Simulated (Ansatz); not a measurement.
# F2GeH3 with multiplicity 2: two geometries relaxed

Are the two ends of the reaction (atom abstraction by a radical) separate minima, and which lies lower? Each is relaxed from a guess. Meant to form: F2–F6; to break: Ge1–F2. The start is a guess near the saddle point, from which both ends are pulled out.

Method: UKS PBE0/def2-SVP, in Ansatz 0.2.0.

**1. The structure to begin with**

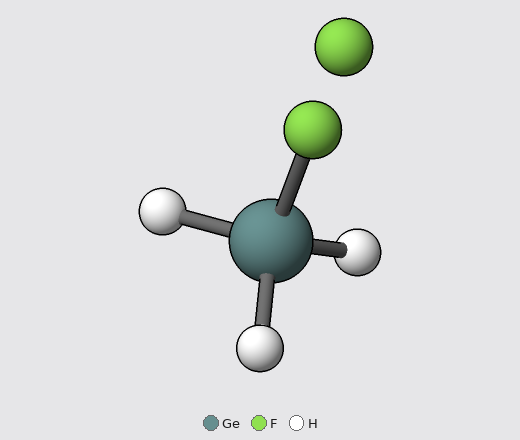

The starting structure, seen from a free direction (germanium teal, fluorine green, hydrogen white).

Coordinates:

```xyz
6

Ge    0.0000    0.0000    0.0000
F     0.0000    0.0000    1.9300
H     1.4616    0.0000   -0.5162
H    -0.7300    1.2648   -0.5162
H    -0.7300   -1.2648   -0.5162
F     0.0000    0.0000    3.3700
```

**2. A restrained relaxation towards end A**

Springs on the bonds that form and break draw the guess towards this end; the thresholds are loose.

input.yaml

```yaml
crystal:
  periodic: [false, false, false]
  atoms:
    - { symbol: Ge, position_ang: [0.0, 0.0, 0.0] }
    - { symbol: F, position_ang: [0.0, 0.0, 1.93] }
    - { symbol: H, position_ang: [1.4616, 0.0, -0.5162] }
    - { symbol: H, position_ang: [-0.73, 1.2648, -0.5162] }
    - { symbol: H, position_ang: [-0.73, -1.2648, -0.5162] }
    - { symbol: F, position_ang: [0.0, 0.0, 3.37] }
magnetization:
  spin_polarized: true
  initial_magnetization: 1
basis:
  gaussian: { orbitals: def2-SVP }
hamiltonian:
  xc: pbe0
relax:
  f_tol: 0.15
  max_steps: 25
  restrain:
    - { distance: [1, 5], at: 2.34, k: 30.0 }
    - { distance: [0, 1], at: 1.68, k: 30.0 }
```

Command:

```
ansatz run input.yaml --threads 2 --pin off --max-ram 3072MiB --backend cpu --events-out ev --progress --plain --runs-dir out
```

The log of the run, shortened:

```text
Warning: RAYON_NUM_THREADS=2 ignored (pool sized by the plan → 2); use --threads N
[...]
Functional definition: PBE0
[...]
785 factors; integrals over basis functions are off by at most 3.6e-4 eV
[...]
mean field -61971.65644648 eV, -2277.4163685107 hartree, gradient 2.1e-5 eV, S^2 0.756473; 0 other end points of the search recorded, 0 dependent functions left out
[...]
reference -61971.65646740 eV, -2277.4163692796 hartree; 27, 26 occupied and 48, 49 virtual orbitals, 785 factors
relax step   1: F+E_penalty+E_count = -61971.65644648 eV  Δ(F+E_penalty+E_count) = +0.000e0 eV  max|allowed force component| = 1.177e1 eV/Å  E_restraint = 13.08750000 eV  max|allowed force component, restraints' pulls added| = 4.627e1 eV/Å  Δτ_max = 0.0000 Å  (31 SCF iters, accepted)
[...]
relax step   4: F+E_penalty+E_count = -61974.32091654 eV  Δ(F+E_penalty+E_count) = -1.186e-1 eV  max|allowed force component| = 9.387e-1 eV/Å  E_restraint = 0.02446910 eV  max|allowed force component, restraints' pulls added| = 5.505e-1 eV/Å  Δτ_max = 0.1775 Å  (96 SCF iters, accepted)
[...]
relax step   7: F+E_penalty+E_count = -61974.32810471 eV  Δ(F+E_penalty+E_count) = -2.264e-3 eV  max|allowed force component| = 1.077e0 eV/Å  E_restraint = 0.01854208 eV  max|allowed force component, restraints' pulls added| = 5.552e-2 eV/Å  Δτ_max = 0.0260 Å  (97 SCF iters, accepted)
[...]
relax step  11: F+E_penalty+E_count = -61974.37644069 eV  Δ(F+E_penalty+E_count) = -1.930e-2 eV  max|allowed force component| = 8.794e-1 eV/Å  E_restraint = 0.04837704 eV  max|allowed force component, restraints' pulls added| = 1.015e0 eV/Å  Δτ_max = 0.1937 Å  (102 SCF iters, rejected [...]
relax step  12: F+E_penalty+E_count = -61974.36256511 eV  Δ(F+E_penalty+E_count) = -5.420e-3 eV  max|allowed force component| = 1.143e0 eV/Å  E_restraint = 0.01847249 eV  max|allowed force component, restraints' pulls added| = 1.286e-1 eV/Å  Δτ_max = 0.0952 Å  (98 SCF iters, accepted)
  distance F 1 - F 5 = 2.3345 Å
  distance Ge 0 - F 1 = 1.7147 Å
788 factors; integrals over basis functions are off by at most 5.0e-4 eV
[...]
mean field -61974.36256511 eV, -2277.5158165362 hartree, gradient 1.1e-6 eV, S^2 0.751259; 5 other end points of the search recorded, 0 dependent functions left out
[...]
reference -61974.36258613 eV, -2277.5158173085 hartree; 27, 26 occupied and 48, 49 virtual orbitals, 788 factors
Total energy: -61974.36258613 eV, -2277.5158173085 hartree
Atom 0 at     0.077972     0.000000    -0.036373 Å, force    -0.377666    -0.000000    -1.020113 eV/Å
Atom 1 at     0.675405     0.000000     1.570843 Å, force     0.403832     0.000000     1.142586 eV/Å
Atom 2 at     1.323495    -0.000000    -0.935290 Å, force    -0.020208    -0.000000    -0.020663 eV/Å
Atom 3 at    -0.756252     1.278305    -0.198873 Å, force    -0.010387    -0.013844    -0.004160 eV/Å
Atom 4 at    -0.756252    -1.278305    -0.198873 Å, force    -0.010387     0.013844    -0.004160 eV/Å
Atom 5 at    -0.562767    -0.000000     3.549967 Å, force     0.014816    -0.000000    -0.093489 eV/Å
Dipole moment:    -0.121617    -0.000000    -0.481971 e Å
```

Run time: 38 s. Hardware: 2 threads of Intel Xeon Platinum 8488C (Sapphire Rapids), shared host; peak memory 0.24 GiB.

The steps of the relaxation:

```tsv
step	energy from step 1 (eV)	largest force component (eV/Å)
1	0.0000	11.7727
2	-2.3631	2.4012
3	-2.5458	2.8086
4	-2.6645	0.9387
5	-2.6694	1.0722
6x	-2.6837	0.9829
7	-2.6717	1.0769
8	-2.6801	1.0477
9	-2.6889	0.8625
10	-2.7007	1.0450
11x	-2.7200	0.8794
12	-2.7061	1.1426
```

Step 1 is the start. 2 steps were tried and not accepted (6, 11; marked x where the table lists them). Energies and forces in the table leave out the springs, which the log lists apart; the run stops on the force with the springs' pull added.

After: Bond lengths: Ge1–F2 1.715 Å, Ge1–H3 1.536 Å, Ge1–H4 1.535 Å, Ge1–H5 1.535 Å. Angles: F2–Ge1–H3 105.4°, F2–Ge1–H4 106.8°, F2–Ge1–H5 106.8°, H3–Ge1–H4 112.3°, H3–Ge1–H5 112.3°, H4–Ge1–H5 112.8°.

**3. End point A**

It starts where the restrained run ended.

input.yaml

```yaml
crystal:
  periodic: [false, false, false]
  atoms:
    - { symbol: Ge, position_ang: [0.077972, 0.0, -0.036373] }
    - { symbol: F, position_ang: [0.675405, 0.0, 1.570843] }
    - { symbol: H, position_ang: [1.323495, 0.0, -0.93529] }
    - { symbol: H, position_ang: [-0.756252, 1.278305, -0.198873] }
    - { symbol: H, position_ang: [-0.756252, -1.278305, -0.198873] }
    - { symbol: F, position_ang: [-0.562767, 0.0, 3.549967] }
magnetization:
  spin_polarized: true
  initial_magnetization: 1
basis:
  gaussian: { orbitals: def2-SVP }
hamiltonian:
  xc: pbe0
relax:
  f_tol: 0.03
  max_steps: 50
output:
  orbitals: {}
```

Command:

```
ansatz run input.yaml --threads 2 --pin off --max-ram 3072MiB --backend cpu --events-out ev --progress --plain --runs-dir out
```

The log of the run, shortened:

```text
Warning: RAYON_NUM_THREADS=2 ignored (pool sized by the plan → 2); use --threads N
[...]
[... 1 set-up line as earlier in the session ...]
[...]
787 factors; integrals over basis functions are off by at most 3.3e-4 eV
[...]
mean field -61974.36259025 eV, -2277.5158174601 hartree, gradient 1.7e-6 eV, S^2 0.751259; 4 other end points of the search recorded, 0 dependent functions left out
[...]
reference -61974.36261081 eV, -2277.5158182154 hartree; 27, 26 occupied and 48, 49 virtual orbitals, 787 factors
relax step   1: F+E_penalty+E_count = -61974.36259025 eV  Δ(F+E_penalty+E_count) = +0.000e0 eV  max|allowed force component| = 1.143e0 eV/Å  Δτ_max = 0.0000 Å  (194 SCF iters, accepted)
[...]
relax step   7: F+E_penalty+E_count = -61974.46119115 eV  Δ(F+E_penalty+E_count) = -1.009e-3 eV  max|allowed force component| = 5.766e-2 eV/Å  Δτ_max = 0.0465 Å  (45 SCF iters, accepted)
[...]
787 factors; integrals over basis functions are off by at most 3.6e-4 eV
[...]
mean field -61974.46169452 eV, -2277.5194594748 hartree, gradient 2.2e-5 eV, S^2 0.752196; 4 other end points of the search recorded, 0 dependent functions left out
[...]
reference -61974.46171461 eV, -2277.5194602132 hartree; 27, 26 occupied and 48, 49 virtual orbitals, 787 factors
Total energy: -61974.46171461 eV, -2277.5194602132 hartree
Atom 0 at     0.084615    -0.000000     0.112786 Å, force     0.010719     0.000000     0.015874 eV/Å
Atom 1 at     1.003334    -0.000000     1.625020 Å, force     0.001491    -0.000000    -0.013426 eV/Å
Atom 2 at     1.170640     0.000000    -0.973547 Å, force     0.000370     0.000000     0.003402 eV/Å
Atom 3 at    -0.747817     1.283889     0.104898 Å, force    -0.005218     0.006004    -0.003383 eV/Å
Atom 4 at    -0.747817    -1.283889     0.104898 Å, force    -0.005218    -0.006004    -0.003383 eV/Å
Atom 5 at    -0.761354     0.000000     2.777345 Å, force    -0.002145    -0.000000     0.000915 eV/Å
Dipole moment:    -0.154815     0.000000    -0.518366 e Å
```

It took 24 s on 2 threads of Intel Xeon Platinum 8488C (Sapphire Rapids), shared host; peak memory 0.25 GiB.

The steps of the relaxation:

```tsv
step	energy from step 1 (eV)	largest force component (eV/Å)
1	0.0000	1.1428
2	-0.0241	0.5671
3	-0.0529	0.1385
4	-0.0727	0.2013
5	-0.0880	0.2531
6	-0.0976	0.0535
7	-0.0986	0.0577
8	-0.0991	0.0159
```

Step 1 is the start.

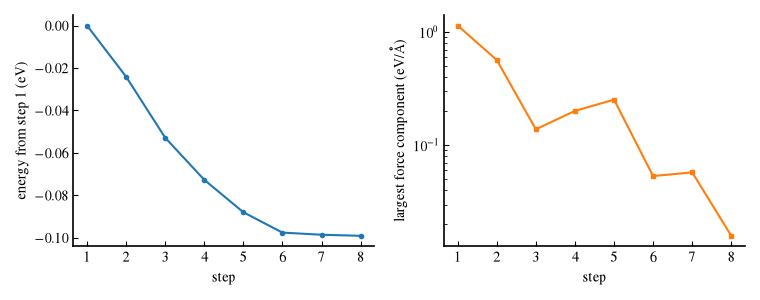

How energy and force went from step to step.

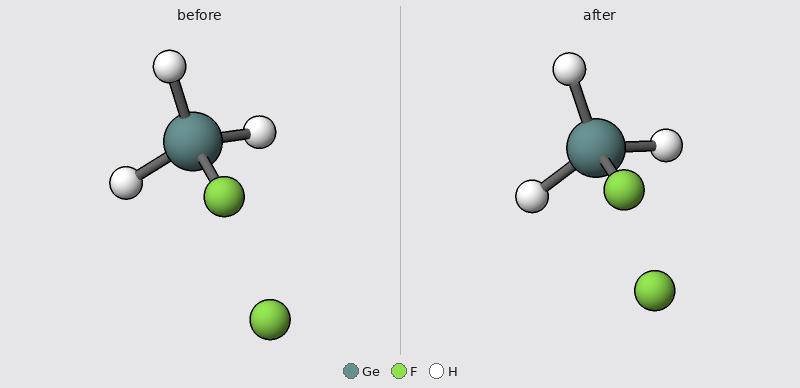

The structure before (left) and after (right), drawn at the same scale.

After: Bond lengths: Ge1–F2 1.769 Å, Ge1–H3 1.536 Å, Ge1–H4 1.530 Å, Ge1–H5 1.530 Å. Angles: F2–Ge1–H3 103.7°, F2–Ge1–H4 106.7°, F2–Ge1–H5 106.7°, H3–Ge1–H4 112.4°, H3–Ge1–H5 112.4°, H4–Ge1–H5 114.1°.

[end of part 1 of 2]
